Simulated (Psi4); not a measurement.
**GeF2 (SMILES [F][Ge][F]) at r2SCAN/def2-SVP (Cholesky decomposition, cholesky tolerance 1e-05, sweep point 7)**

Aim: the vertical electron affinity of GeF2 at r2SCAN/def2-SVP (Cholesky decomposition, cholesky tolerance 1e-05, sweep point 7), from 2 runs. Input form: a Python script.

Program for the calculation: Psi4 1.11.

2 further runs of the same task are left out: 2 for a known fault of the program.

## 1. The system as given

GeF2 has 3 atoms, charge 0, and is taken as a singlet. SMILES: `[F][Ge][F]`. Geometry: relaxed at PBE0-D4/def2-TZVP.

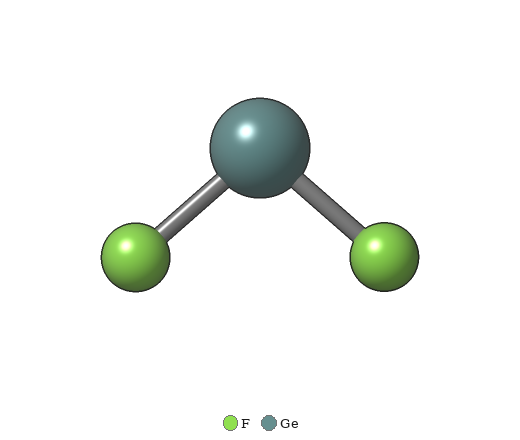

The structure, seen from a chosen angle (fluorine green, germanium teal).

## 2. The energy at r2SCAN/def2-SVP (Cholesky decomposition, cholesky tolerance 1e-05, sweep point 7)

Contents of job.py:

```python
import psi4

psi4.set_memory('1600 MB')
psi4.set_num_threads(1)
psi4.set_output_file('psi4.out', False)

geom = psi4.geometry("""
F     -0.675900    -1.101800    -0.497500
Ge     0.637500    -0.295200     0.320200
F      0.027600     1.332100     0.164100
symmetry c1
""")

options = {'reference': 'rks', 'puream': True, 'scf_type': 'cd', 'dft_radial_points': 99, 'dft_spherical_points': 590, 'cholesky_tolerance': 1e-05}
psi4.set_options(options)

result = psi4.energy('r2scan/def2-SVP')
print(f'r2scan/def2-SVP energy: {result:.10f} Eh')
for k, v in sorted(psi4.core.scalar_variables().items()):
    print(f'{k:45s} {v:18.10f}')
```

Launch:

```console
$ python job.py
```

psi4.out:

```text
[...]
  Running in c1 symmetry.
[...]
  Nuclear repulsion =  191.062717603408373
[...]
  Multiplicity = 1
[...]
  Nalpha       = 25
  Nbeta        = 25
[...]
    Number of basis functions: 60
[...]
   @RKS iter   1: -2275.11931521828592   -2.42711e+00   3.86532e-02 ADIIS/DIIS
[...]
   @RKS iter   8: -2276.25136104310195   -2.38792e-08   5.95857e-07 DIIS
[...]
    Orbital Energies [Eh]
    ---------------------
    Doubly Occupied:
       1A   -398.162363     2A    -49.625965     3A    -44.128859
       4A    -44.127046     5A    -44.126237     6A    -24.473395
       7A    -24.473323     8A     -6.211294     9A     -4.368938
      10A     -4.363942    11A     -4.360036    12A     -1.193034
      13A     -1.187357    14A     -1.177310    15A     -1.174313
      16A     -1.170440    17A     -1.093112    18A     -1.062659
      19A     -0.507716    20A     -0.412412    21A     -0.385245
      22A     -0.383021    23A     -0.358752    24A     -0.345078
      25A     -0.287861
[...]
  @RKS Final Energy: -2276.25136104310195
   => Energetics <=
    Nuclear Repulsion Energy =            191.0627176034083732
    One-Electron Energy =               -3554.0157634540155414
    Two-Electron Energy =                1186.6388409005076028
    DFT Exchange-Correlation Energy =     -99.9371560930027130
    Empirical Dispersion Energy =           0.0000000000000000
    VV10 Nonlocal Energy =                  0.0000000000000000
    Total Energy =                      -2276.2513610431019515
[...]
 Multipole Moments:
 ------------------------------------------------------------------------------------
     Multipole            Electronic (a.u.)      Nuclear  (a.u.)        Total (a.u.)
 ------------------------------------------------------------------------------------
 L = 1.  Multiply by 2.5417464519 to convert [e a0] to [Debye]
 Dipole X            :          2.8840311           -2.0857990            0.7982321
 Dipole Y            :         -1.1038789            0.7983941           -0.3054848
 Dipole Z            :         -0.0000000            0.0000000           -0.0000000
 Magnitude           :                                                    0.8546903
[...]
```

Standard output:

```text
r2scan/def2-SVP energy: -2276.2513610431 Eh
CURRENT ENERGY                                  -2276.2513610431
CURRENT REFERENCE ENERGY                        -2276.2513610431
DD SOLVATION ENERGY                                 0.0000000000
DFT FUNCTIONAL TOTAL ENERGY                     -2276.2513610431
DFT TOTAL ENERGY                                -2276.2513610431
DFT VV10 ENERGY                                     0.0000000000
DFT XC ENERGY                                     -99.9371560930
GRID ELECTRONS ALPHA                               25.0000006411
GRID ELECTRONS BETA                                25.0000006411
GRID ELECTRONS TOTAL                               50.0000012822
NUCLEAR REPULSION ENERGY                          191.0627176034
ONE-ELECTRON ENERGY                             -3554.0157634540
PCM POLARIZATION ENERGY                             0.0000000000
PE ENERGY                                           0.0000000000
SCF ITERATION ENERGY                            -2276.2513610431
SCF ITERATIONS                                      8.0000000000
SCF TOTAL ENERGY                                -2276.2513610431
TWO-ELECTRON ENERGY                              1186.6388409005
XC GRID RADIAL POINTS                              99.0000000000
XC GRID SPHERICAL POINTS                          590.0000000000
XC GRID TOTAL POINTS                           167516.0000000000
```

It took 8.1 s on 1 thread of Intel Xeon Platinum 8375C at 2.90GHz (Ice Lake), shared host; peak memory 0.81 GiB.

## 3. The doublet anion

Contents of f2ge.py:

```python
import psi4

psi4.set_memory(1600000000)
psi4.set_num_threads(1)
psi4.core.set_output_file('output.dat', False)

molecule = psi4.geometry("""
-1 2
F     -0.675900    -1.101800    -0.497500
Ge     0.637500    -0.295200     0.320200
F      0.027600     1.332100     0.164100
symmetry c1
""")

psi4.set_options({
    'basis': 'def2-SVP',
    'reference': 'uks',
    'puream': True,
    'scf_type': 'cd',
    'dft_radial_points': 99,
    'dft_spherical_points': 590,
    'cholesky_tolerance': 1e-05,
    'maxiter': 150,
})

result = psi4.energy('R2SCAN', molecule=molecule)
print(f'R2SCAN energy: {result:.10f} Eh')
```

Launch:

```console
$ python f2ge.py
```

output.dat:

```text
[...]
  Running in c1 symmetry.
[...]
  Nuclear repulsion =  191.062717603408373
[...]
  Multiplicity = 2
[...]
  Nalpha       = 26
  Nbeta        = 25
[...]
    Number of basis functions: 60
[...]
   @UKS iter   1: -2274.90362930065248   -2.21143e+00   3.99155e-02 ADIIS/DIIS
[...]
   @UKS iter   9: -2276.25595468900428   -1.18130e-08   4.75075e-07 DIIS
[...]
   @S^2 Observed:                7.556414289E-01
[...]
    Orbital Energies [Eh]
    ---------------------
    Alpha Occupied:
       1A   -397.855612     2A    -49.319375     3A    -43.821464
       4A    -43.821259     5A    -43.820496     6A    -24.210360
       7A    -24.210301     8A     -5.905088     9A     -4.060698
      10A     -4.057021    11A     -4.056774    12A     -0.901137
      13A     -0.886951    14A     -0.869920    15A     -0.868969
      16A     -0.867065    17A     -0.827728    18A     -0.798095
      19A     -0.248588    20A     -0.158519    21A     -0.135248
      22A     -0.131464    23A     -0.107752    24A     -0.095792
      25A     -0.030619    26A      0.112604
    Alpha Virtual:
[...]
  @UKS Final Energy: -2276.25595468900428
   => Energetics <=
    Nuclear Repulsion Energy =            191.0627176034083732
    One-Electron Energy =               -3568.2153329512148048
    Two-Electron Energy =                1201.1432451650173334
    DFT Exchange-Correlation Energy =    -100.2465845062153136
    Empirical Dispersion Energy =           0.0000000000000000
    VV10 Nonlocal Energy =                  0.0000000000000000
    Total Energy =                      -2276.2559546890042839
[...]
 Multipole Moments:
 ------------------------------------------------------------------------------------
     Multipole            Electronic (a.u.)      Nuclear  (a.u.)        Total (a.u.)
 ------------------------------------------------------------------------------------
 L = 1.  Multiply by 2.5417464519 to convert [e a0] to [Debye]
 Dipole X            :          2.2243865           -2.0857990            0.1385875
 Dipole Y            :         -0.8515873            0.7983941           -0.0531931
 Dipole Z            :         -0.0000000            0.0000000           -0.0000000
 Magnitude           :                                                    0.1484453
[...]
```

Standard output:

```text
R2SCAN energy: -2276.2559546890 Eh
```

It took 12 s on 1 thread of Intel Xeon Platinum 8375C at 2.90GHz (Ice Lake), shared host; peak memory 0.81 GiB.

## 4. Results

At r2SCAN/def2-SVP (Cholesky decomposition, cholesky tolerance 1e-05, sweep point 7):

```
                                         quantity           value
                       singlet GeF2: total energy  -2276.25136 Eh
                      singlet GeF2: dipole moment          2.17 D
                        singlet GeF2: HOMO energy        -7.83 eV
                        singlet GeF2: LUMO energy        -3.17 eV
                      singlet GeF2: HOMO–LUMO gap         4.66 eV
                      doublet anion: total energy  -2276.25595 Eh
doublet anion: HOMO energy (highest over α and β)         3.06 eV
 doublet anion: LUMO energy (lowest over α and β)         4.88 eV
                              doublet anion: ⟨S²⟩           0.756
vertical electron affinity (to the doublet anion)        0.125 eV
```

At fixed nuclei the extra electron is bound by 0.12 eV (2.9 kcal/mol). The basis has no diffuse functions, so the error can be as large as this value. The HOMO (doublet anion) lies at positive energy, 3.06 eV, as semi-local functionals often give for anions; only total energies tell whether the electron is bound.
